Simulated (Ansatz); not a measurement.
# C3H4AlF (SMILES C#[C][Al]([CH3])[F]) at 6 levels

We compute a comparison of 6 runs (HF/STO-3G, B2PLYP/cc-pVDZ, BHLYP/cc-pVDZ, SVWN5/cc-pVDZ, wB97X/cc-pVDZ, MP2/cc-pVDZ) of C3H4AlF. 

The results are computed with Ansatz 0.2.0.

60 further runs of the same task are left out: 60 set aside as unsound or not needed.

## Step 1: Starting point

C3H4AlF: 9 atoms, total charge 0, spin state singlet. As SMILES, `C#[C][Al]([CH3])[F]`. The C4–H8 distance was set to 1.969 Å, away from the relaxed value. At this shape a bond of the SMILES string is far longer than usual.

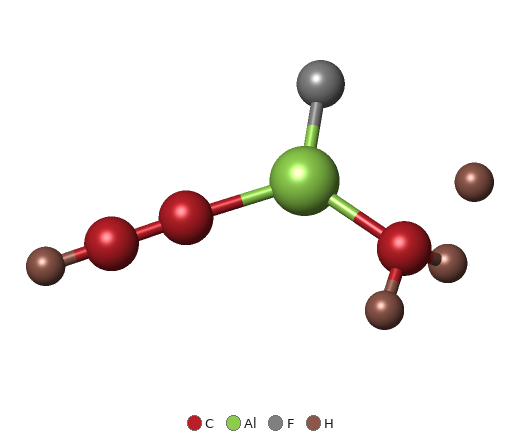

The structure, seen from a chosen angle (carbon red, aluminium green, fluorine grey, hydrogen brown).

## Step 2: A single-point energy at HF/STO-3G (run 1)

Contents of in.yaml:

```yaml
crystal:
  periodic: [false, false, false]
  atoms:
    - {symbol: C, position_ang: [-0.375022, 3.375962, 0.118927]}
    - {symbol: C, position_ang: [-0.284322, 2.237362, -0.280273]}
    - {symbol: Al, position_ang: [-0.183222, 0.427762, -0.851873]}
    - {symbol: C, position_ang: [-1.028222, -1.056138, 0.048827]}
    - {symbol: F, position_ang: [0.696378, 0.145762, -2.218673]}
    - {symbol: H, position_ang: [-0.450622, 4.382262, 0.465127]}
    - {symbol: H, position_ang: [-1.749422, -1.550838, -0.608873]}
    - {symbol: H, position_ang: [0.298900, -2.419800, 0.555700]}
    - {symbol: H, position_ang: [-1.554422, -0.740038, 0.952027]}
basis:
  gaussian:
    orbitals: STO-3G
hamiltonian:
  xc: hf
accuracy: high
output: {orbitals: {seedname: orbitals}}
```

On the command line:

```console
$ ansatz run in.yaml --threads 1 --pin off --max-ram 3480MiB --events-out events.jsonl --progress --plain --runs-dir runs
```

The program printed:

```text
Warning: RAYON_NUM_THREADS=1 ignored (pool sized by the plan → 1); use --threads N
Functional definition: HF
  name "HF"
  exchange = exact_x
  correlation = 0
649 factors; integrals over basis functions are off by at most 1.4e-8 eV
mean field evaluation 1: about -12279.6620 eV, gradient 2.5e1 eV
mean field evaluation 2: about -12279.6844 eV, gradient 2.5e1 eV
mean field evaluation 4: about -12282.6324 eV, gradient 3.1e0 eV
mean field evaluation 8: about -12282.6764 eV, gradient 3.2e-2 eV
mean field -12282.67378118 eV, -451.3799359632 hartree, gradient 3.0e-8 eV, S^2 0.000000; 0 other end points of the search recorded, 0 dependent functions left out
reference -12282.67378118 eV, -451.3799359632 hartree; 22, 22 occupied and 11, 11 virtual orbitals, 649 factors
Total energy: -12282.67378118 eV, -451.3799359632 hartree
```

Wall time 0.22 s (1 thread of AMD EPYC 9R45 (Zen 5), shared host).

## Step 3: A single-point energy at B2PLYP/cc-pVDZ (run 2)

Contents of input.yaml:

```yaml
crystal:
  periodic: [false, false, false]
  atoms:
    - {symbol: C, position_ang: [-0.375022, 3.375962, 0.118927]}
    - {symbol: C, position_ang: [-0.284322, 2.237362, -0.280273]}
    - {symbol: Al, position_ang: [-0.183222, 0.427762, -0.851873]}
    - {symbol: C, position_ang: [-1.028222, -1.056138, 0.048827]}
    - {symbol: F, position_ang: [0.696378, 0.145762, -2.218673]}
    - {symbol: H, position_ang: [-0.450622, 4.382262, 0.465127]}
    - {symbol: H, position_ang: [-1.749422, -1.550838, -0.608873]}
    - {symbol: H, position_ang: [0.298900, -2.419800, 0.555700]}
    - {symbol: H, position_ang: [-1.554422, -0.740038, 0.952027]}
basis:
  gaussian:
    orbitals: cc-pVDZ
accuracy: high
output:
  orbitals: {seedname: orbitals}
hamiltonian:
  xc: {name: B2PLYP}
correlation:
  frozen_orbitals: {Al: 5, C: 1, F: 1, H: 0}
```

On the command line:

```console
$ ansatz run input.yaml --threads 1 --pin off --max-ram 3480MiB --events-out events.jsonl --progress --plain --runs-dir runs
```

The program printed, shortened:

```text
Warning: RAYON_NUM_THREADS=1 ignored (pool sized by the plan → 1); use --threads N
Functional definition: B2PLYP
  name "B2PLYP"
[...]
2076 factors; integrals over basis functions are off by at most 1.1e-8 eV
[...]
mean field -12472.77606251 eV, -458.3660659462 hartree, gradient 1.3e-8 eV, S^2 0.000000; 0 other end points of the search recorded, 0 dependent functions left out; unrestricted orbitals would lower it
9 core orbitals not correlated: weight in the atoms' cores, before any rotation towards them, 1.000 or more for the frozen orbitals, at most 0.000 for the correlated occupied ones
reference -12472.77609092 eV, -458.3660669900 hartree; 13, 13 occupied and 72, 72 virtual orbitals, 2076 factors
second order -22.05819211 eV of doubles, -0.00000000 eV of singles
Total energy: -12478.73180279 eV, -458.5849353643 hartree
```

Run time: 6.9 s. Hardware: 1 thread of AMD EPYC 9R45 (Zen 5), shared host; peak memory 0.33 GiB.

Runs 3 to 5 aren't shown in full; the table further down has their settings and results.

## Step 4: A single-point energy at MP2/cc-pVDZ (run 6)

Contents of job.yaml:

```yaml
crystal:
  periodic: [false, false, false]
  atoms:
    - {symbol: C, position_ang: [-0.375022, 3.375962, 0.118927]}
    - {symbol: C, position_ang: [-0.284322, 2.237362, -0.280273]}
    - {symbol: Al, position_ang: [-0.183222, 0.427762, -0.851873]}
    - {symbol: C, position_ang: [-1.028222, -1.056138, 0.048827]}
    - {symbol: F, position_ang: [0.696378, 0.145762, -2.218673]}
    - {symbol: H, position_ang: [-0.450622, 4.382262, 0.465127]}
    - {symbol: H, position_ang: [-1.749422, -1.550838, -0.608873]}
    - {symbol: H, position_ang: [0.298900, -2.419800, 0.555700]}
    - {symbol: H, position_ang: [-1.554422, -0.740038, 0.952027]}
basis:
  gaussian:
    orbitals: cc-pVDZ
correlation:
  method: mp2
  frozen_orbitals: {Al: 5, C: 1, F: 1, H: 0}
accuracy: high
```

On the command line:

```console
$ ansatz run job.yaml --threads 1 --pin off --max-ram 3480MiB --events-out events.jsonl --progress --plain --runs-dir runs
```

The program printed:

```text
Warning: RAYON_NUM_THREADS=1 ignored (pool sized by the plan → 1); use --threads N
[... 4 set-up lines as earlier in the session ...]
2076 factors; integrals over basis functions are off by at most 1.1e-8 eV
mean field evaluation 1: about -12436.9490 eV, gradient 3.8e1 eV
mean field evaluation 2: about -12437.0969 eV, gradient 3.8e1 eV
mean field evaluation 4: about -12440.8579 eV, gradient 3.4e0 eV
mean field evaluation 8: about -12440.9298 eV, gradient 3.4e-1 eV
mean field evaluation 16: about -12440.9307 eV, gradient 2.8e-8 eV
mean field -12440.93069001 eV, -457.1957700923 hartree, gradient 2.8e-8 eV, S^2 0.000000; 0 other end points of the search recorded, 0 dependent functions left out; unrestricted orbitals would lower it
9 core orbitals not correlated: weight in the atoms' cores, before any rotation towards them, 1.000 or more for the frozen orbitals, at most 0.000 for the correlated occupied ones
reference -12440.93069001 eV, -457.1957700923 hartree; 13, 13 occupied and 72, 72 virtual orbitals, 2076 factors
second order -17.62392712 eV of doubles, -0.00000000 eV of singles
Total energy: -12458.55461714 eV, -457.8434374681 hartree
```

Run time: 2 s. Hardware: 1 thread of AMD EPYC 9R45 (Zen 5), shared host; peak memory 0.27 GiB.

## Step 5: All runs side by side

| run | level | frozen core orbitals | energy (Eh) | HOMO energy (eV) | LUMO energy (eV) | HOMO–LUMO gap (eV) | wall time |
| --- | --- | --- | --- | --- | --- | --- | --- |
| 1 | HF/STO-3G | – | -451.379936 | -7.64 | 5.68 | 13.32 | 0.22 s |
| 2 | B2PLYP/cc-pVDZ | 9 | -458.584935 | -8.98 | -1.15 | 7.83 | 6.9 s |
| 3 | BHLYP/cc-pVDZ | – | -458.788847 | -9.06 | -1.45 | 7.61 | 4.8 s |
| 4 | SVWN5/cc-pVDZ | – | -456.110151 | -7.10 | -3.37 | 3.73 | 2.2 s |
| 5 | wB97X/cc-pVDZ | – | -458.834394 | -10.43 | -0.29 | 10.13 | 15 s |
| 6 | MP2/cc-pVDZ | 9 | -457.843437 | – | – | – | 2 s |

## Step 6: Results

```
                                          quantity          value
                               run 6: total energy  -457.84344 Eh
run 6: correlation energy (9 core orbitals frozen)     -647.7 mEh
```

What this shows: Over runs 1, 2, 3, 4, 5 the HOMO–LUMO gap runs from 3.73 eV (SVWN5/cc-pVDZ) to 13.32 eV (HF/STO-3G). The two ends differ in method and basis. Totals of different functionals can't be ranked against each other. In runs 2, 6 the log says that unrestricted orbitals would lower the reference, so the values rest on an unstable closed-shell determinant (other closed-shell runs at this shape may share the fault). In run 1 the basis is minimal, so the values are rough. All runs together took 31 s, the longest 15 s.
